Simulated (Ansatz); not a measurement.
## Run report: CH₆AlNOSi, single-point calculation

CH₆AlNOSi, computed with RKS PBE0-D4/def2-TZVPP (Ansatz 0.2.0).

The geometry comes from this level: PBE0-D4/def2-TZVP.

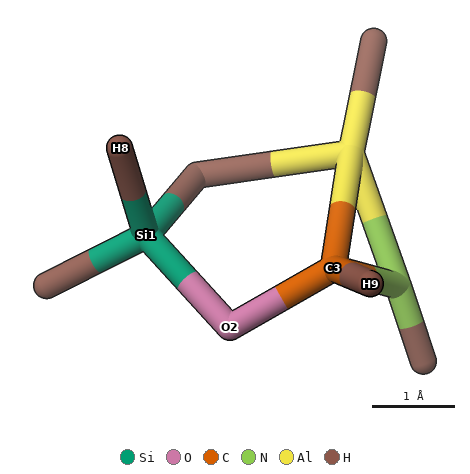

The structure as given in the input (stick view, seen at a tilt; atoms are numbered from 1 in the order of the input). Sticks mark near contacts.

Key numbers:

```tsv
quantity	value
outcome	converged
total energy	−19136.7916 eV
mean-field energy	−19136.5653 eV
dispersion energy	−0.2263 eV
SCF solution under orbital rotations	stable
HOMO	−6.53 eV
LUMO	−0.56 eV
hardware	4 threads of INTEL XEON PLATINUM @ 2.10GHz, 23 GiB of memory available, shared host
wall time	2.5 s (CPU time 8.8 s)
peak memory	0.7 GiB
```

Input file:
```yaml
crystal:
  periodic: [false, false, false]
  atoms:
    - {symbol: Si, position_ang: [-0.861840, -0.936288, 0.903014]}
    - {symbol: O, position_ang: [0.543520, -0.245124, 1.328608]}
    - {symbol: C, position_ang: [0.653315, 0.857371, 0.364868]}
    - {symbol: N, position_ang: [1.479108, 0.539726, -0.766947]}
    - {symbol: Al, position_ang: [-0.153380, 0.563567, -1.390751]}
    - {symbol: H, position_ang: [-0.942493, -2.330310, 1.406998]}
    - {symbol: H, position_ang: [-0.908848, -1.095417, -0.642375]}
    - {symbol: H, position_ang: [-2.086032, -0.169228, 1.232847]}
    - {symbol: H, position_ang: [0.894445, 1.755687, 0.931727]}
    - {symbol: H, position_ang: [2.447389, 0.286833, -0.645948]}
    - {symbol: H, position_ang: [-0.999682, 0.716180, -2.701442]}
basis:
  gaussian: {orbitals: def2-TZVPP}
hamiltonian: {xc: pbe0, dispersion: d4}
output: {orbitals: {seedname: orbitals}}
```

Launched with:
```bash
ansatz run in.yaml --threads 4 --pin off --events-out ev --progress --plain --max-ram 10444MiB
```

The program's output:
```
Functional definition: PBE0
  name "PBE0"
  cite "Adamo & Barone, J. Chem. Phys. 110, 6158 (1999) doi:10.1063/1.478522"
  cite "Perdew, Burke & Ernzerhof, Phys. Rev. Lett. 77, 3865 (1996) doi:10.1103/PhysRevLett.77.3865"
  parent pbe
  parameter a = 0.25
  parameter kappa = 0.804
  parameter beta = 0.06672455060314922
  exchange = (1 - a)*pbe_x(kappa = kappa, mu = beta*pi^2/3) + a*exact_x
  correlation = pbe_c(beta = beta)
1431 factors; their error is unknown
mean field evaluation 1: about -19125.7401 eV, gradient 7.3e1 eV
mean field evaluation 2: about -19061.6167 eV, gradient 1.7e2 eV
mean field evaluation 4: about -19136.4633 eV, gradient 5.2e0 eV
mean field evaluation 8: about -19136.5343 eV, gradient 2.0e-1 eV
mean field evaluation 16: about -19136.5652 eV, gradient 1.9e-4 eV
mean field -19136.56524817 eV, -703.2558016405 hartree, gradient 4.1e-5 eV, S^2 0.000000; 0 other end points of the search recorded, 0 dependent functions left out
reference -19136.56528452 eV, -703.2558029763 hartree; 27, 27 occupied and 234, 234 virtual orbitals, 1431 factors
Total energy: -19136.79158667 eV, -703.2641194269 hartree
```

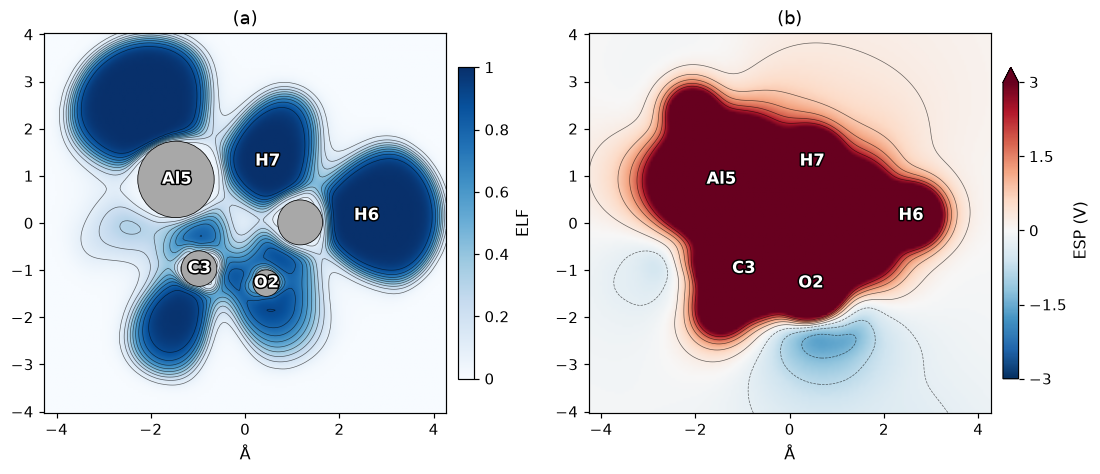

(a) ELF; (b) molecular electrostatic potential on the plane of atoms C3, Al5 and H7. Grey discs, where drawn, cover atomic cores. C–Al (1.95 Å): the ELF peaks at about 0.80 in the valence shell of C, 0.7 Å from its nucleus, and is about 0.55 at the midpoint.

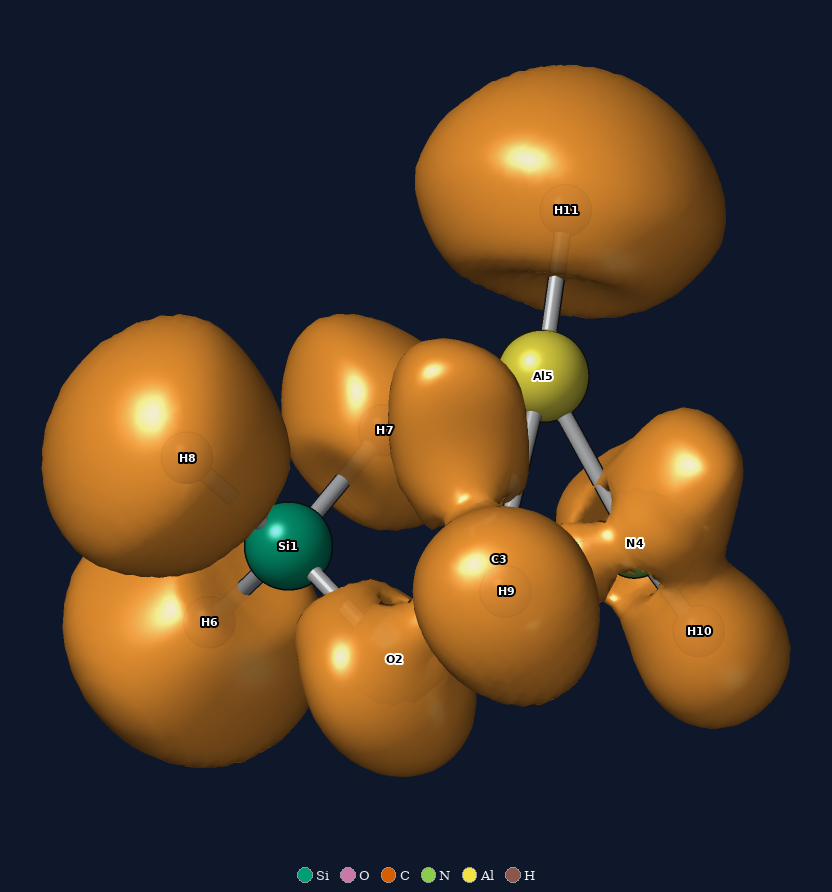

Isosurface of the electron localisation function at 0.75 (orange), seen at a tilt. Core shells and regions of very low density are left out. C–O (1.47 Å): the ELF peaks at about 0.85 between the atoms, which marks a shared but strongly polarised pair.

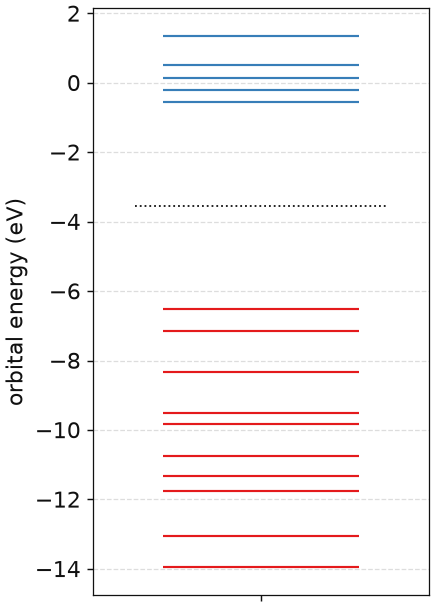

Orbital energies near the frontier; the dotted line parts filled from empty levels, and levels within 0.02 eV of each other stand side by side. Highest filled −6.53 eV, lowest empty −0.56 eV, 5.97 eV apart.
